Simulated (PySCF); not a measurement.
System: C7H13N3 (SMILES Cn1cnnc1C(C)(C)C).

Input file:

```
{"job": {"kind": "nmr", "xc": "PBE0", "basis": "pcSseg-1"}, "charge": 0, "multiplicity": 1}
C      2.066151    -0.928375    -0.679004
N      1.573095     0.368076    -0.308730
C      2.324403     1.505241    -0.276301
N      1.606696     2.525444     0.072188
N      0.357529     2.084312     0.276520
C      0.319621     0.800020     0.051206
C     -0.921374    -0.026922     0.211170
C     -0.812869    -0.865573     1.492397
C     -1.155816    -0.936119    -1.001441
C     -2.105922     0.936121     0.346197
H      3.155409    -0.907580    -0.648578
H      1.750978    -1.189485    -1.691825
H      1.712447    -1.690902     0.014527
H      3.369049     1.528988    -0.510766
H     -0.697435    -0.214690     2.355718
H     -1.717588    -1.455321     1.621047
H      0.034856    -1.546846     1.460538
H     -1.057709    -0.371271    -1.926300
H     -0.464139    -1.773742    -1.024515
H     -2.164863    -1.339847    -0.956995
H     -2.229497     1.511778    -0.566745
H     -3.019722     0.379738     0.541644
H     -1.928053     1.633938     1.158123
```

Launched as:

```sh
OMP_NUM_THREADS=1 python probes_run.py task.json out
```

Geometry: GFN2-xTB.

All numbers below come from PySCF, PBE0/pcSseg-1, SCF density, gas phase, non-relativistic.

Predict the electron density and electron localisation function between the atoms.

C–N (1.30 Å): ρ at the midpoint is about 2.7 e/Å³; the ELF peaks at about 0.90 between the atoms: localised, covalent bonding.
N–N (1.34 Å): ρ is about 2.5 e/Å³ halfway; the ELF peaks at about 0.90 between the atoms: localised, covalent bonding.
C–C (1.50 Å): ρ at the midpoint is about 1.7 e/Å³; the ELF peaks at about 0.95 between the atoms, as expected for a covalent bond.
C–H (1.07 Å): ρ is about 2.1 e/Å³ halfway; the ELF climbs to about 1 towards the hydrogen, as it does in any bond to H; an ordinary covalent bond to hydrogen.

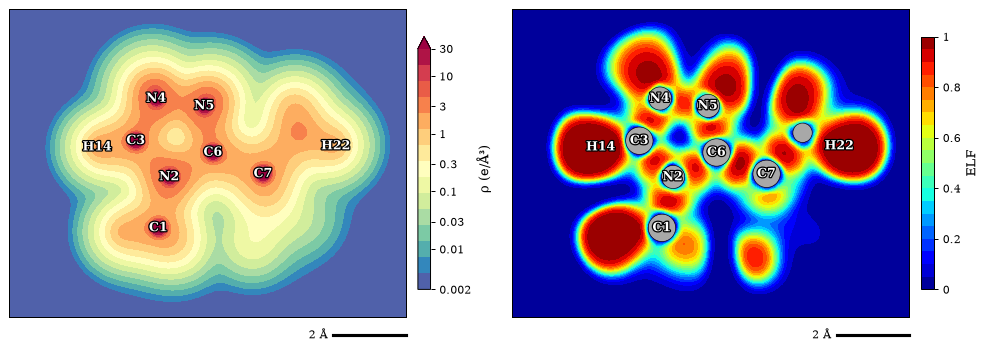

Computed electron density and electron localisation function on the plane of atoms N2, C3 and N4, in this order. Grey discs cover the atomic cores in the ELF map. 
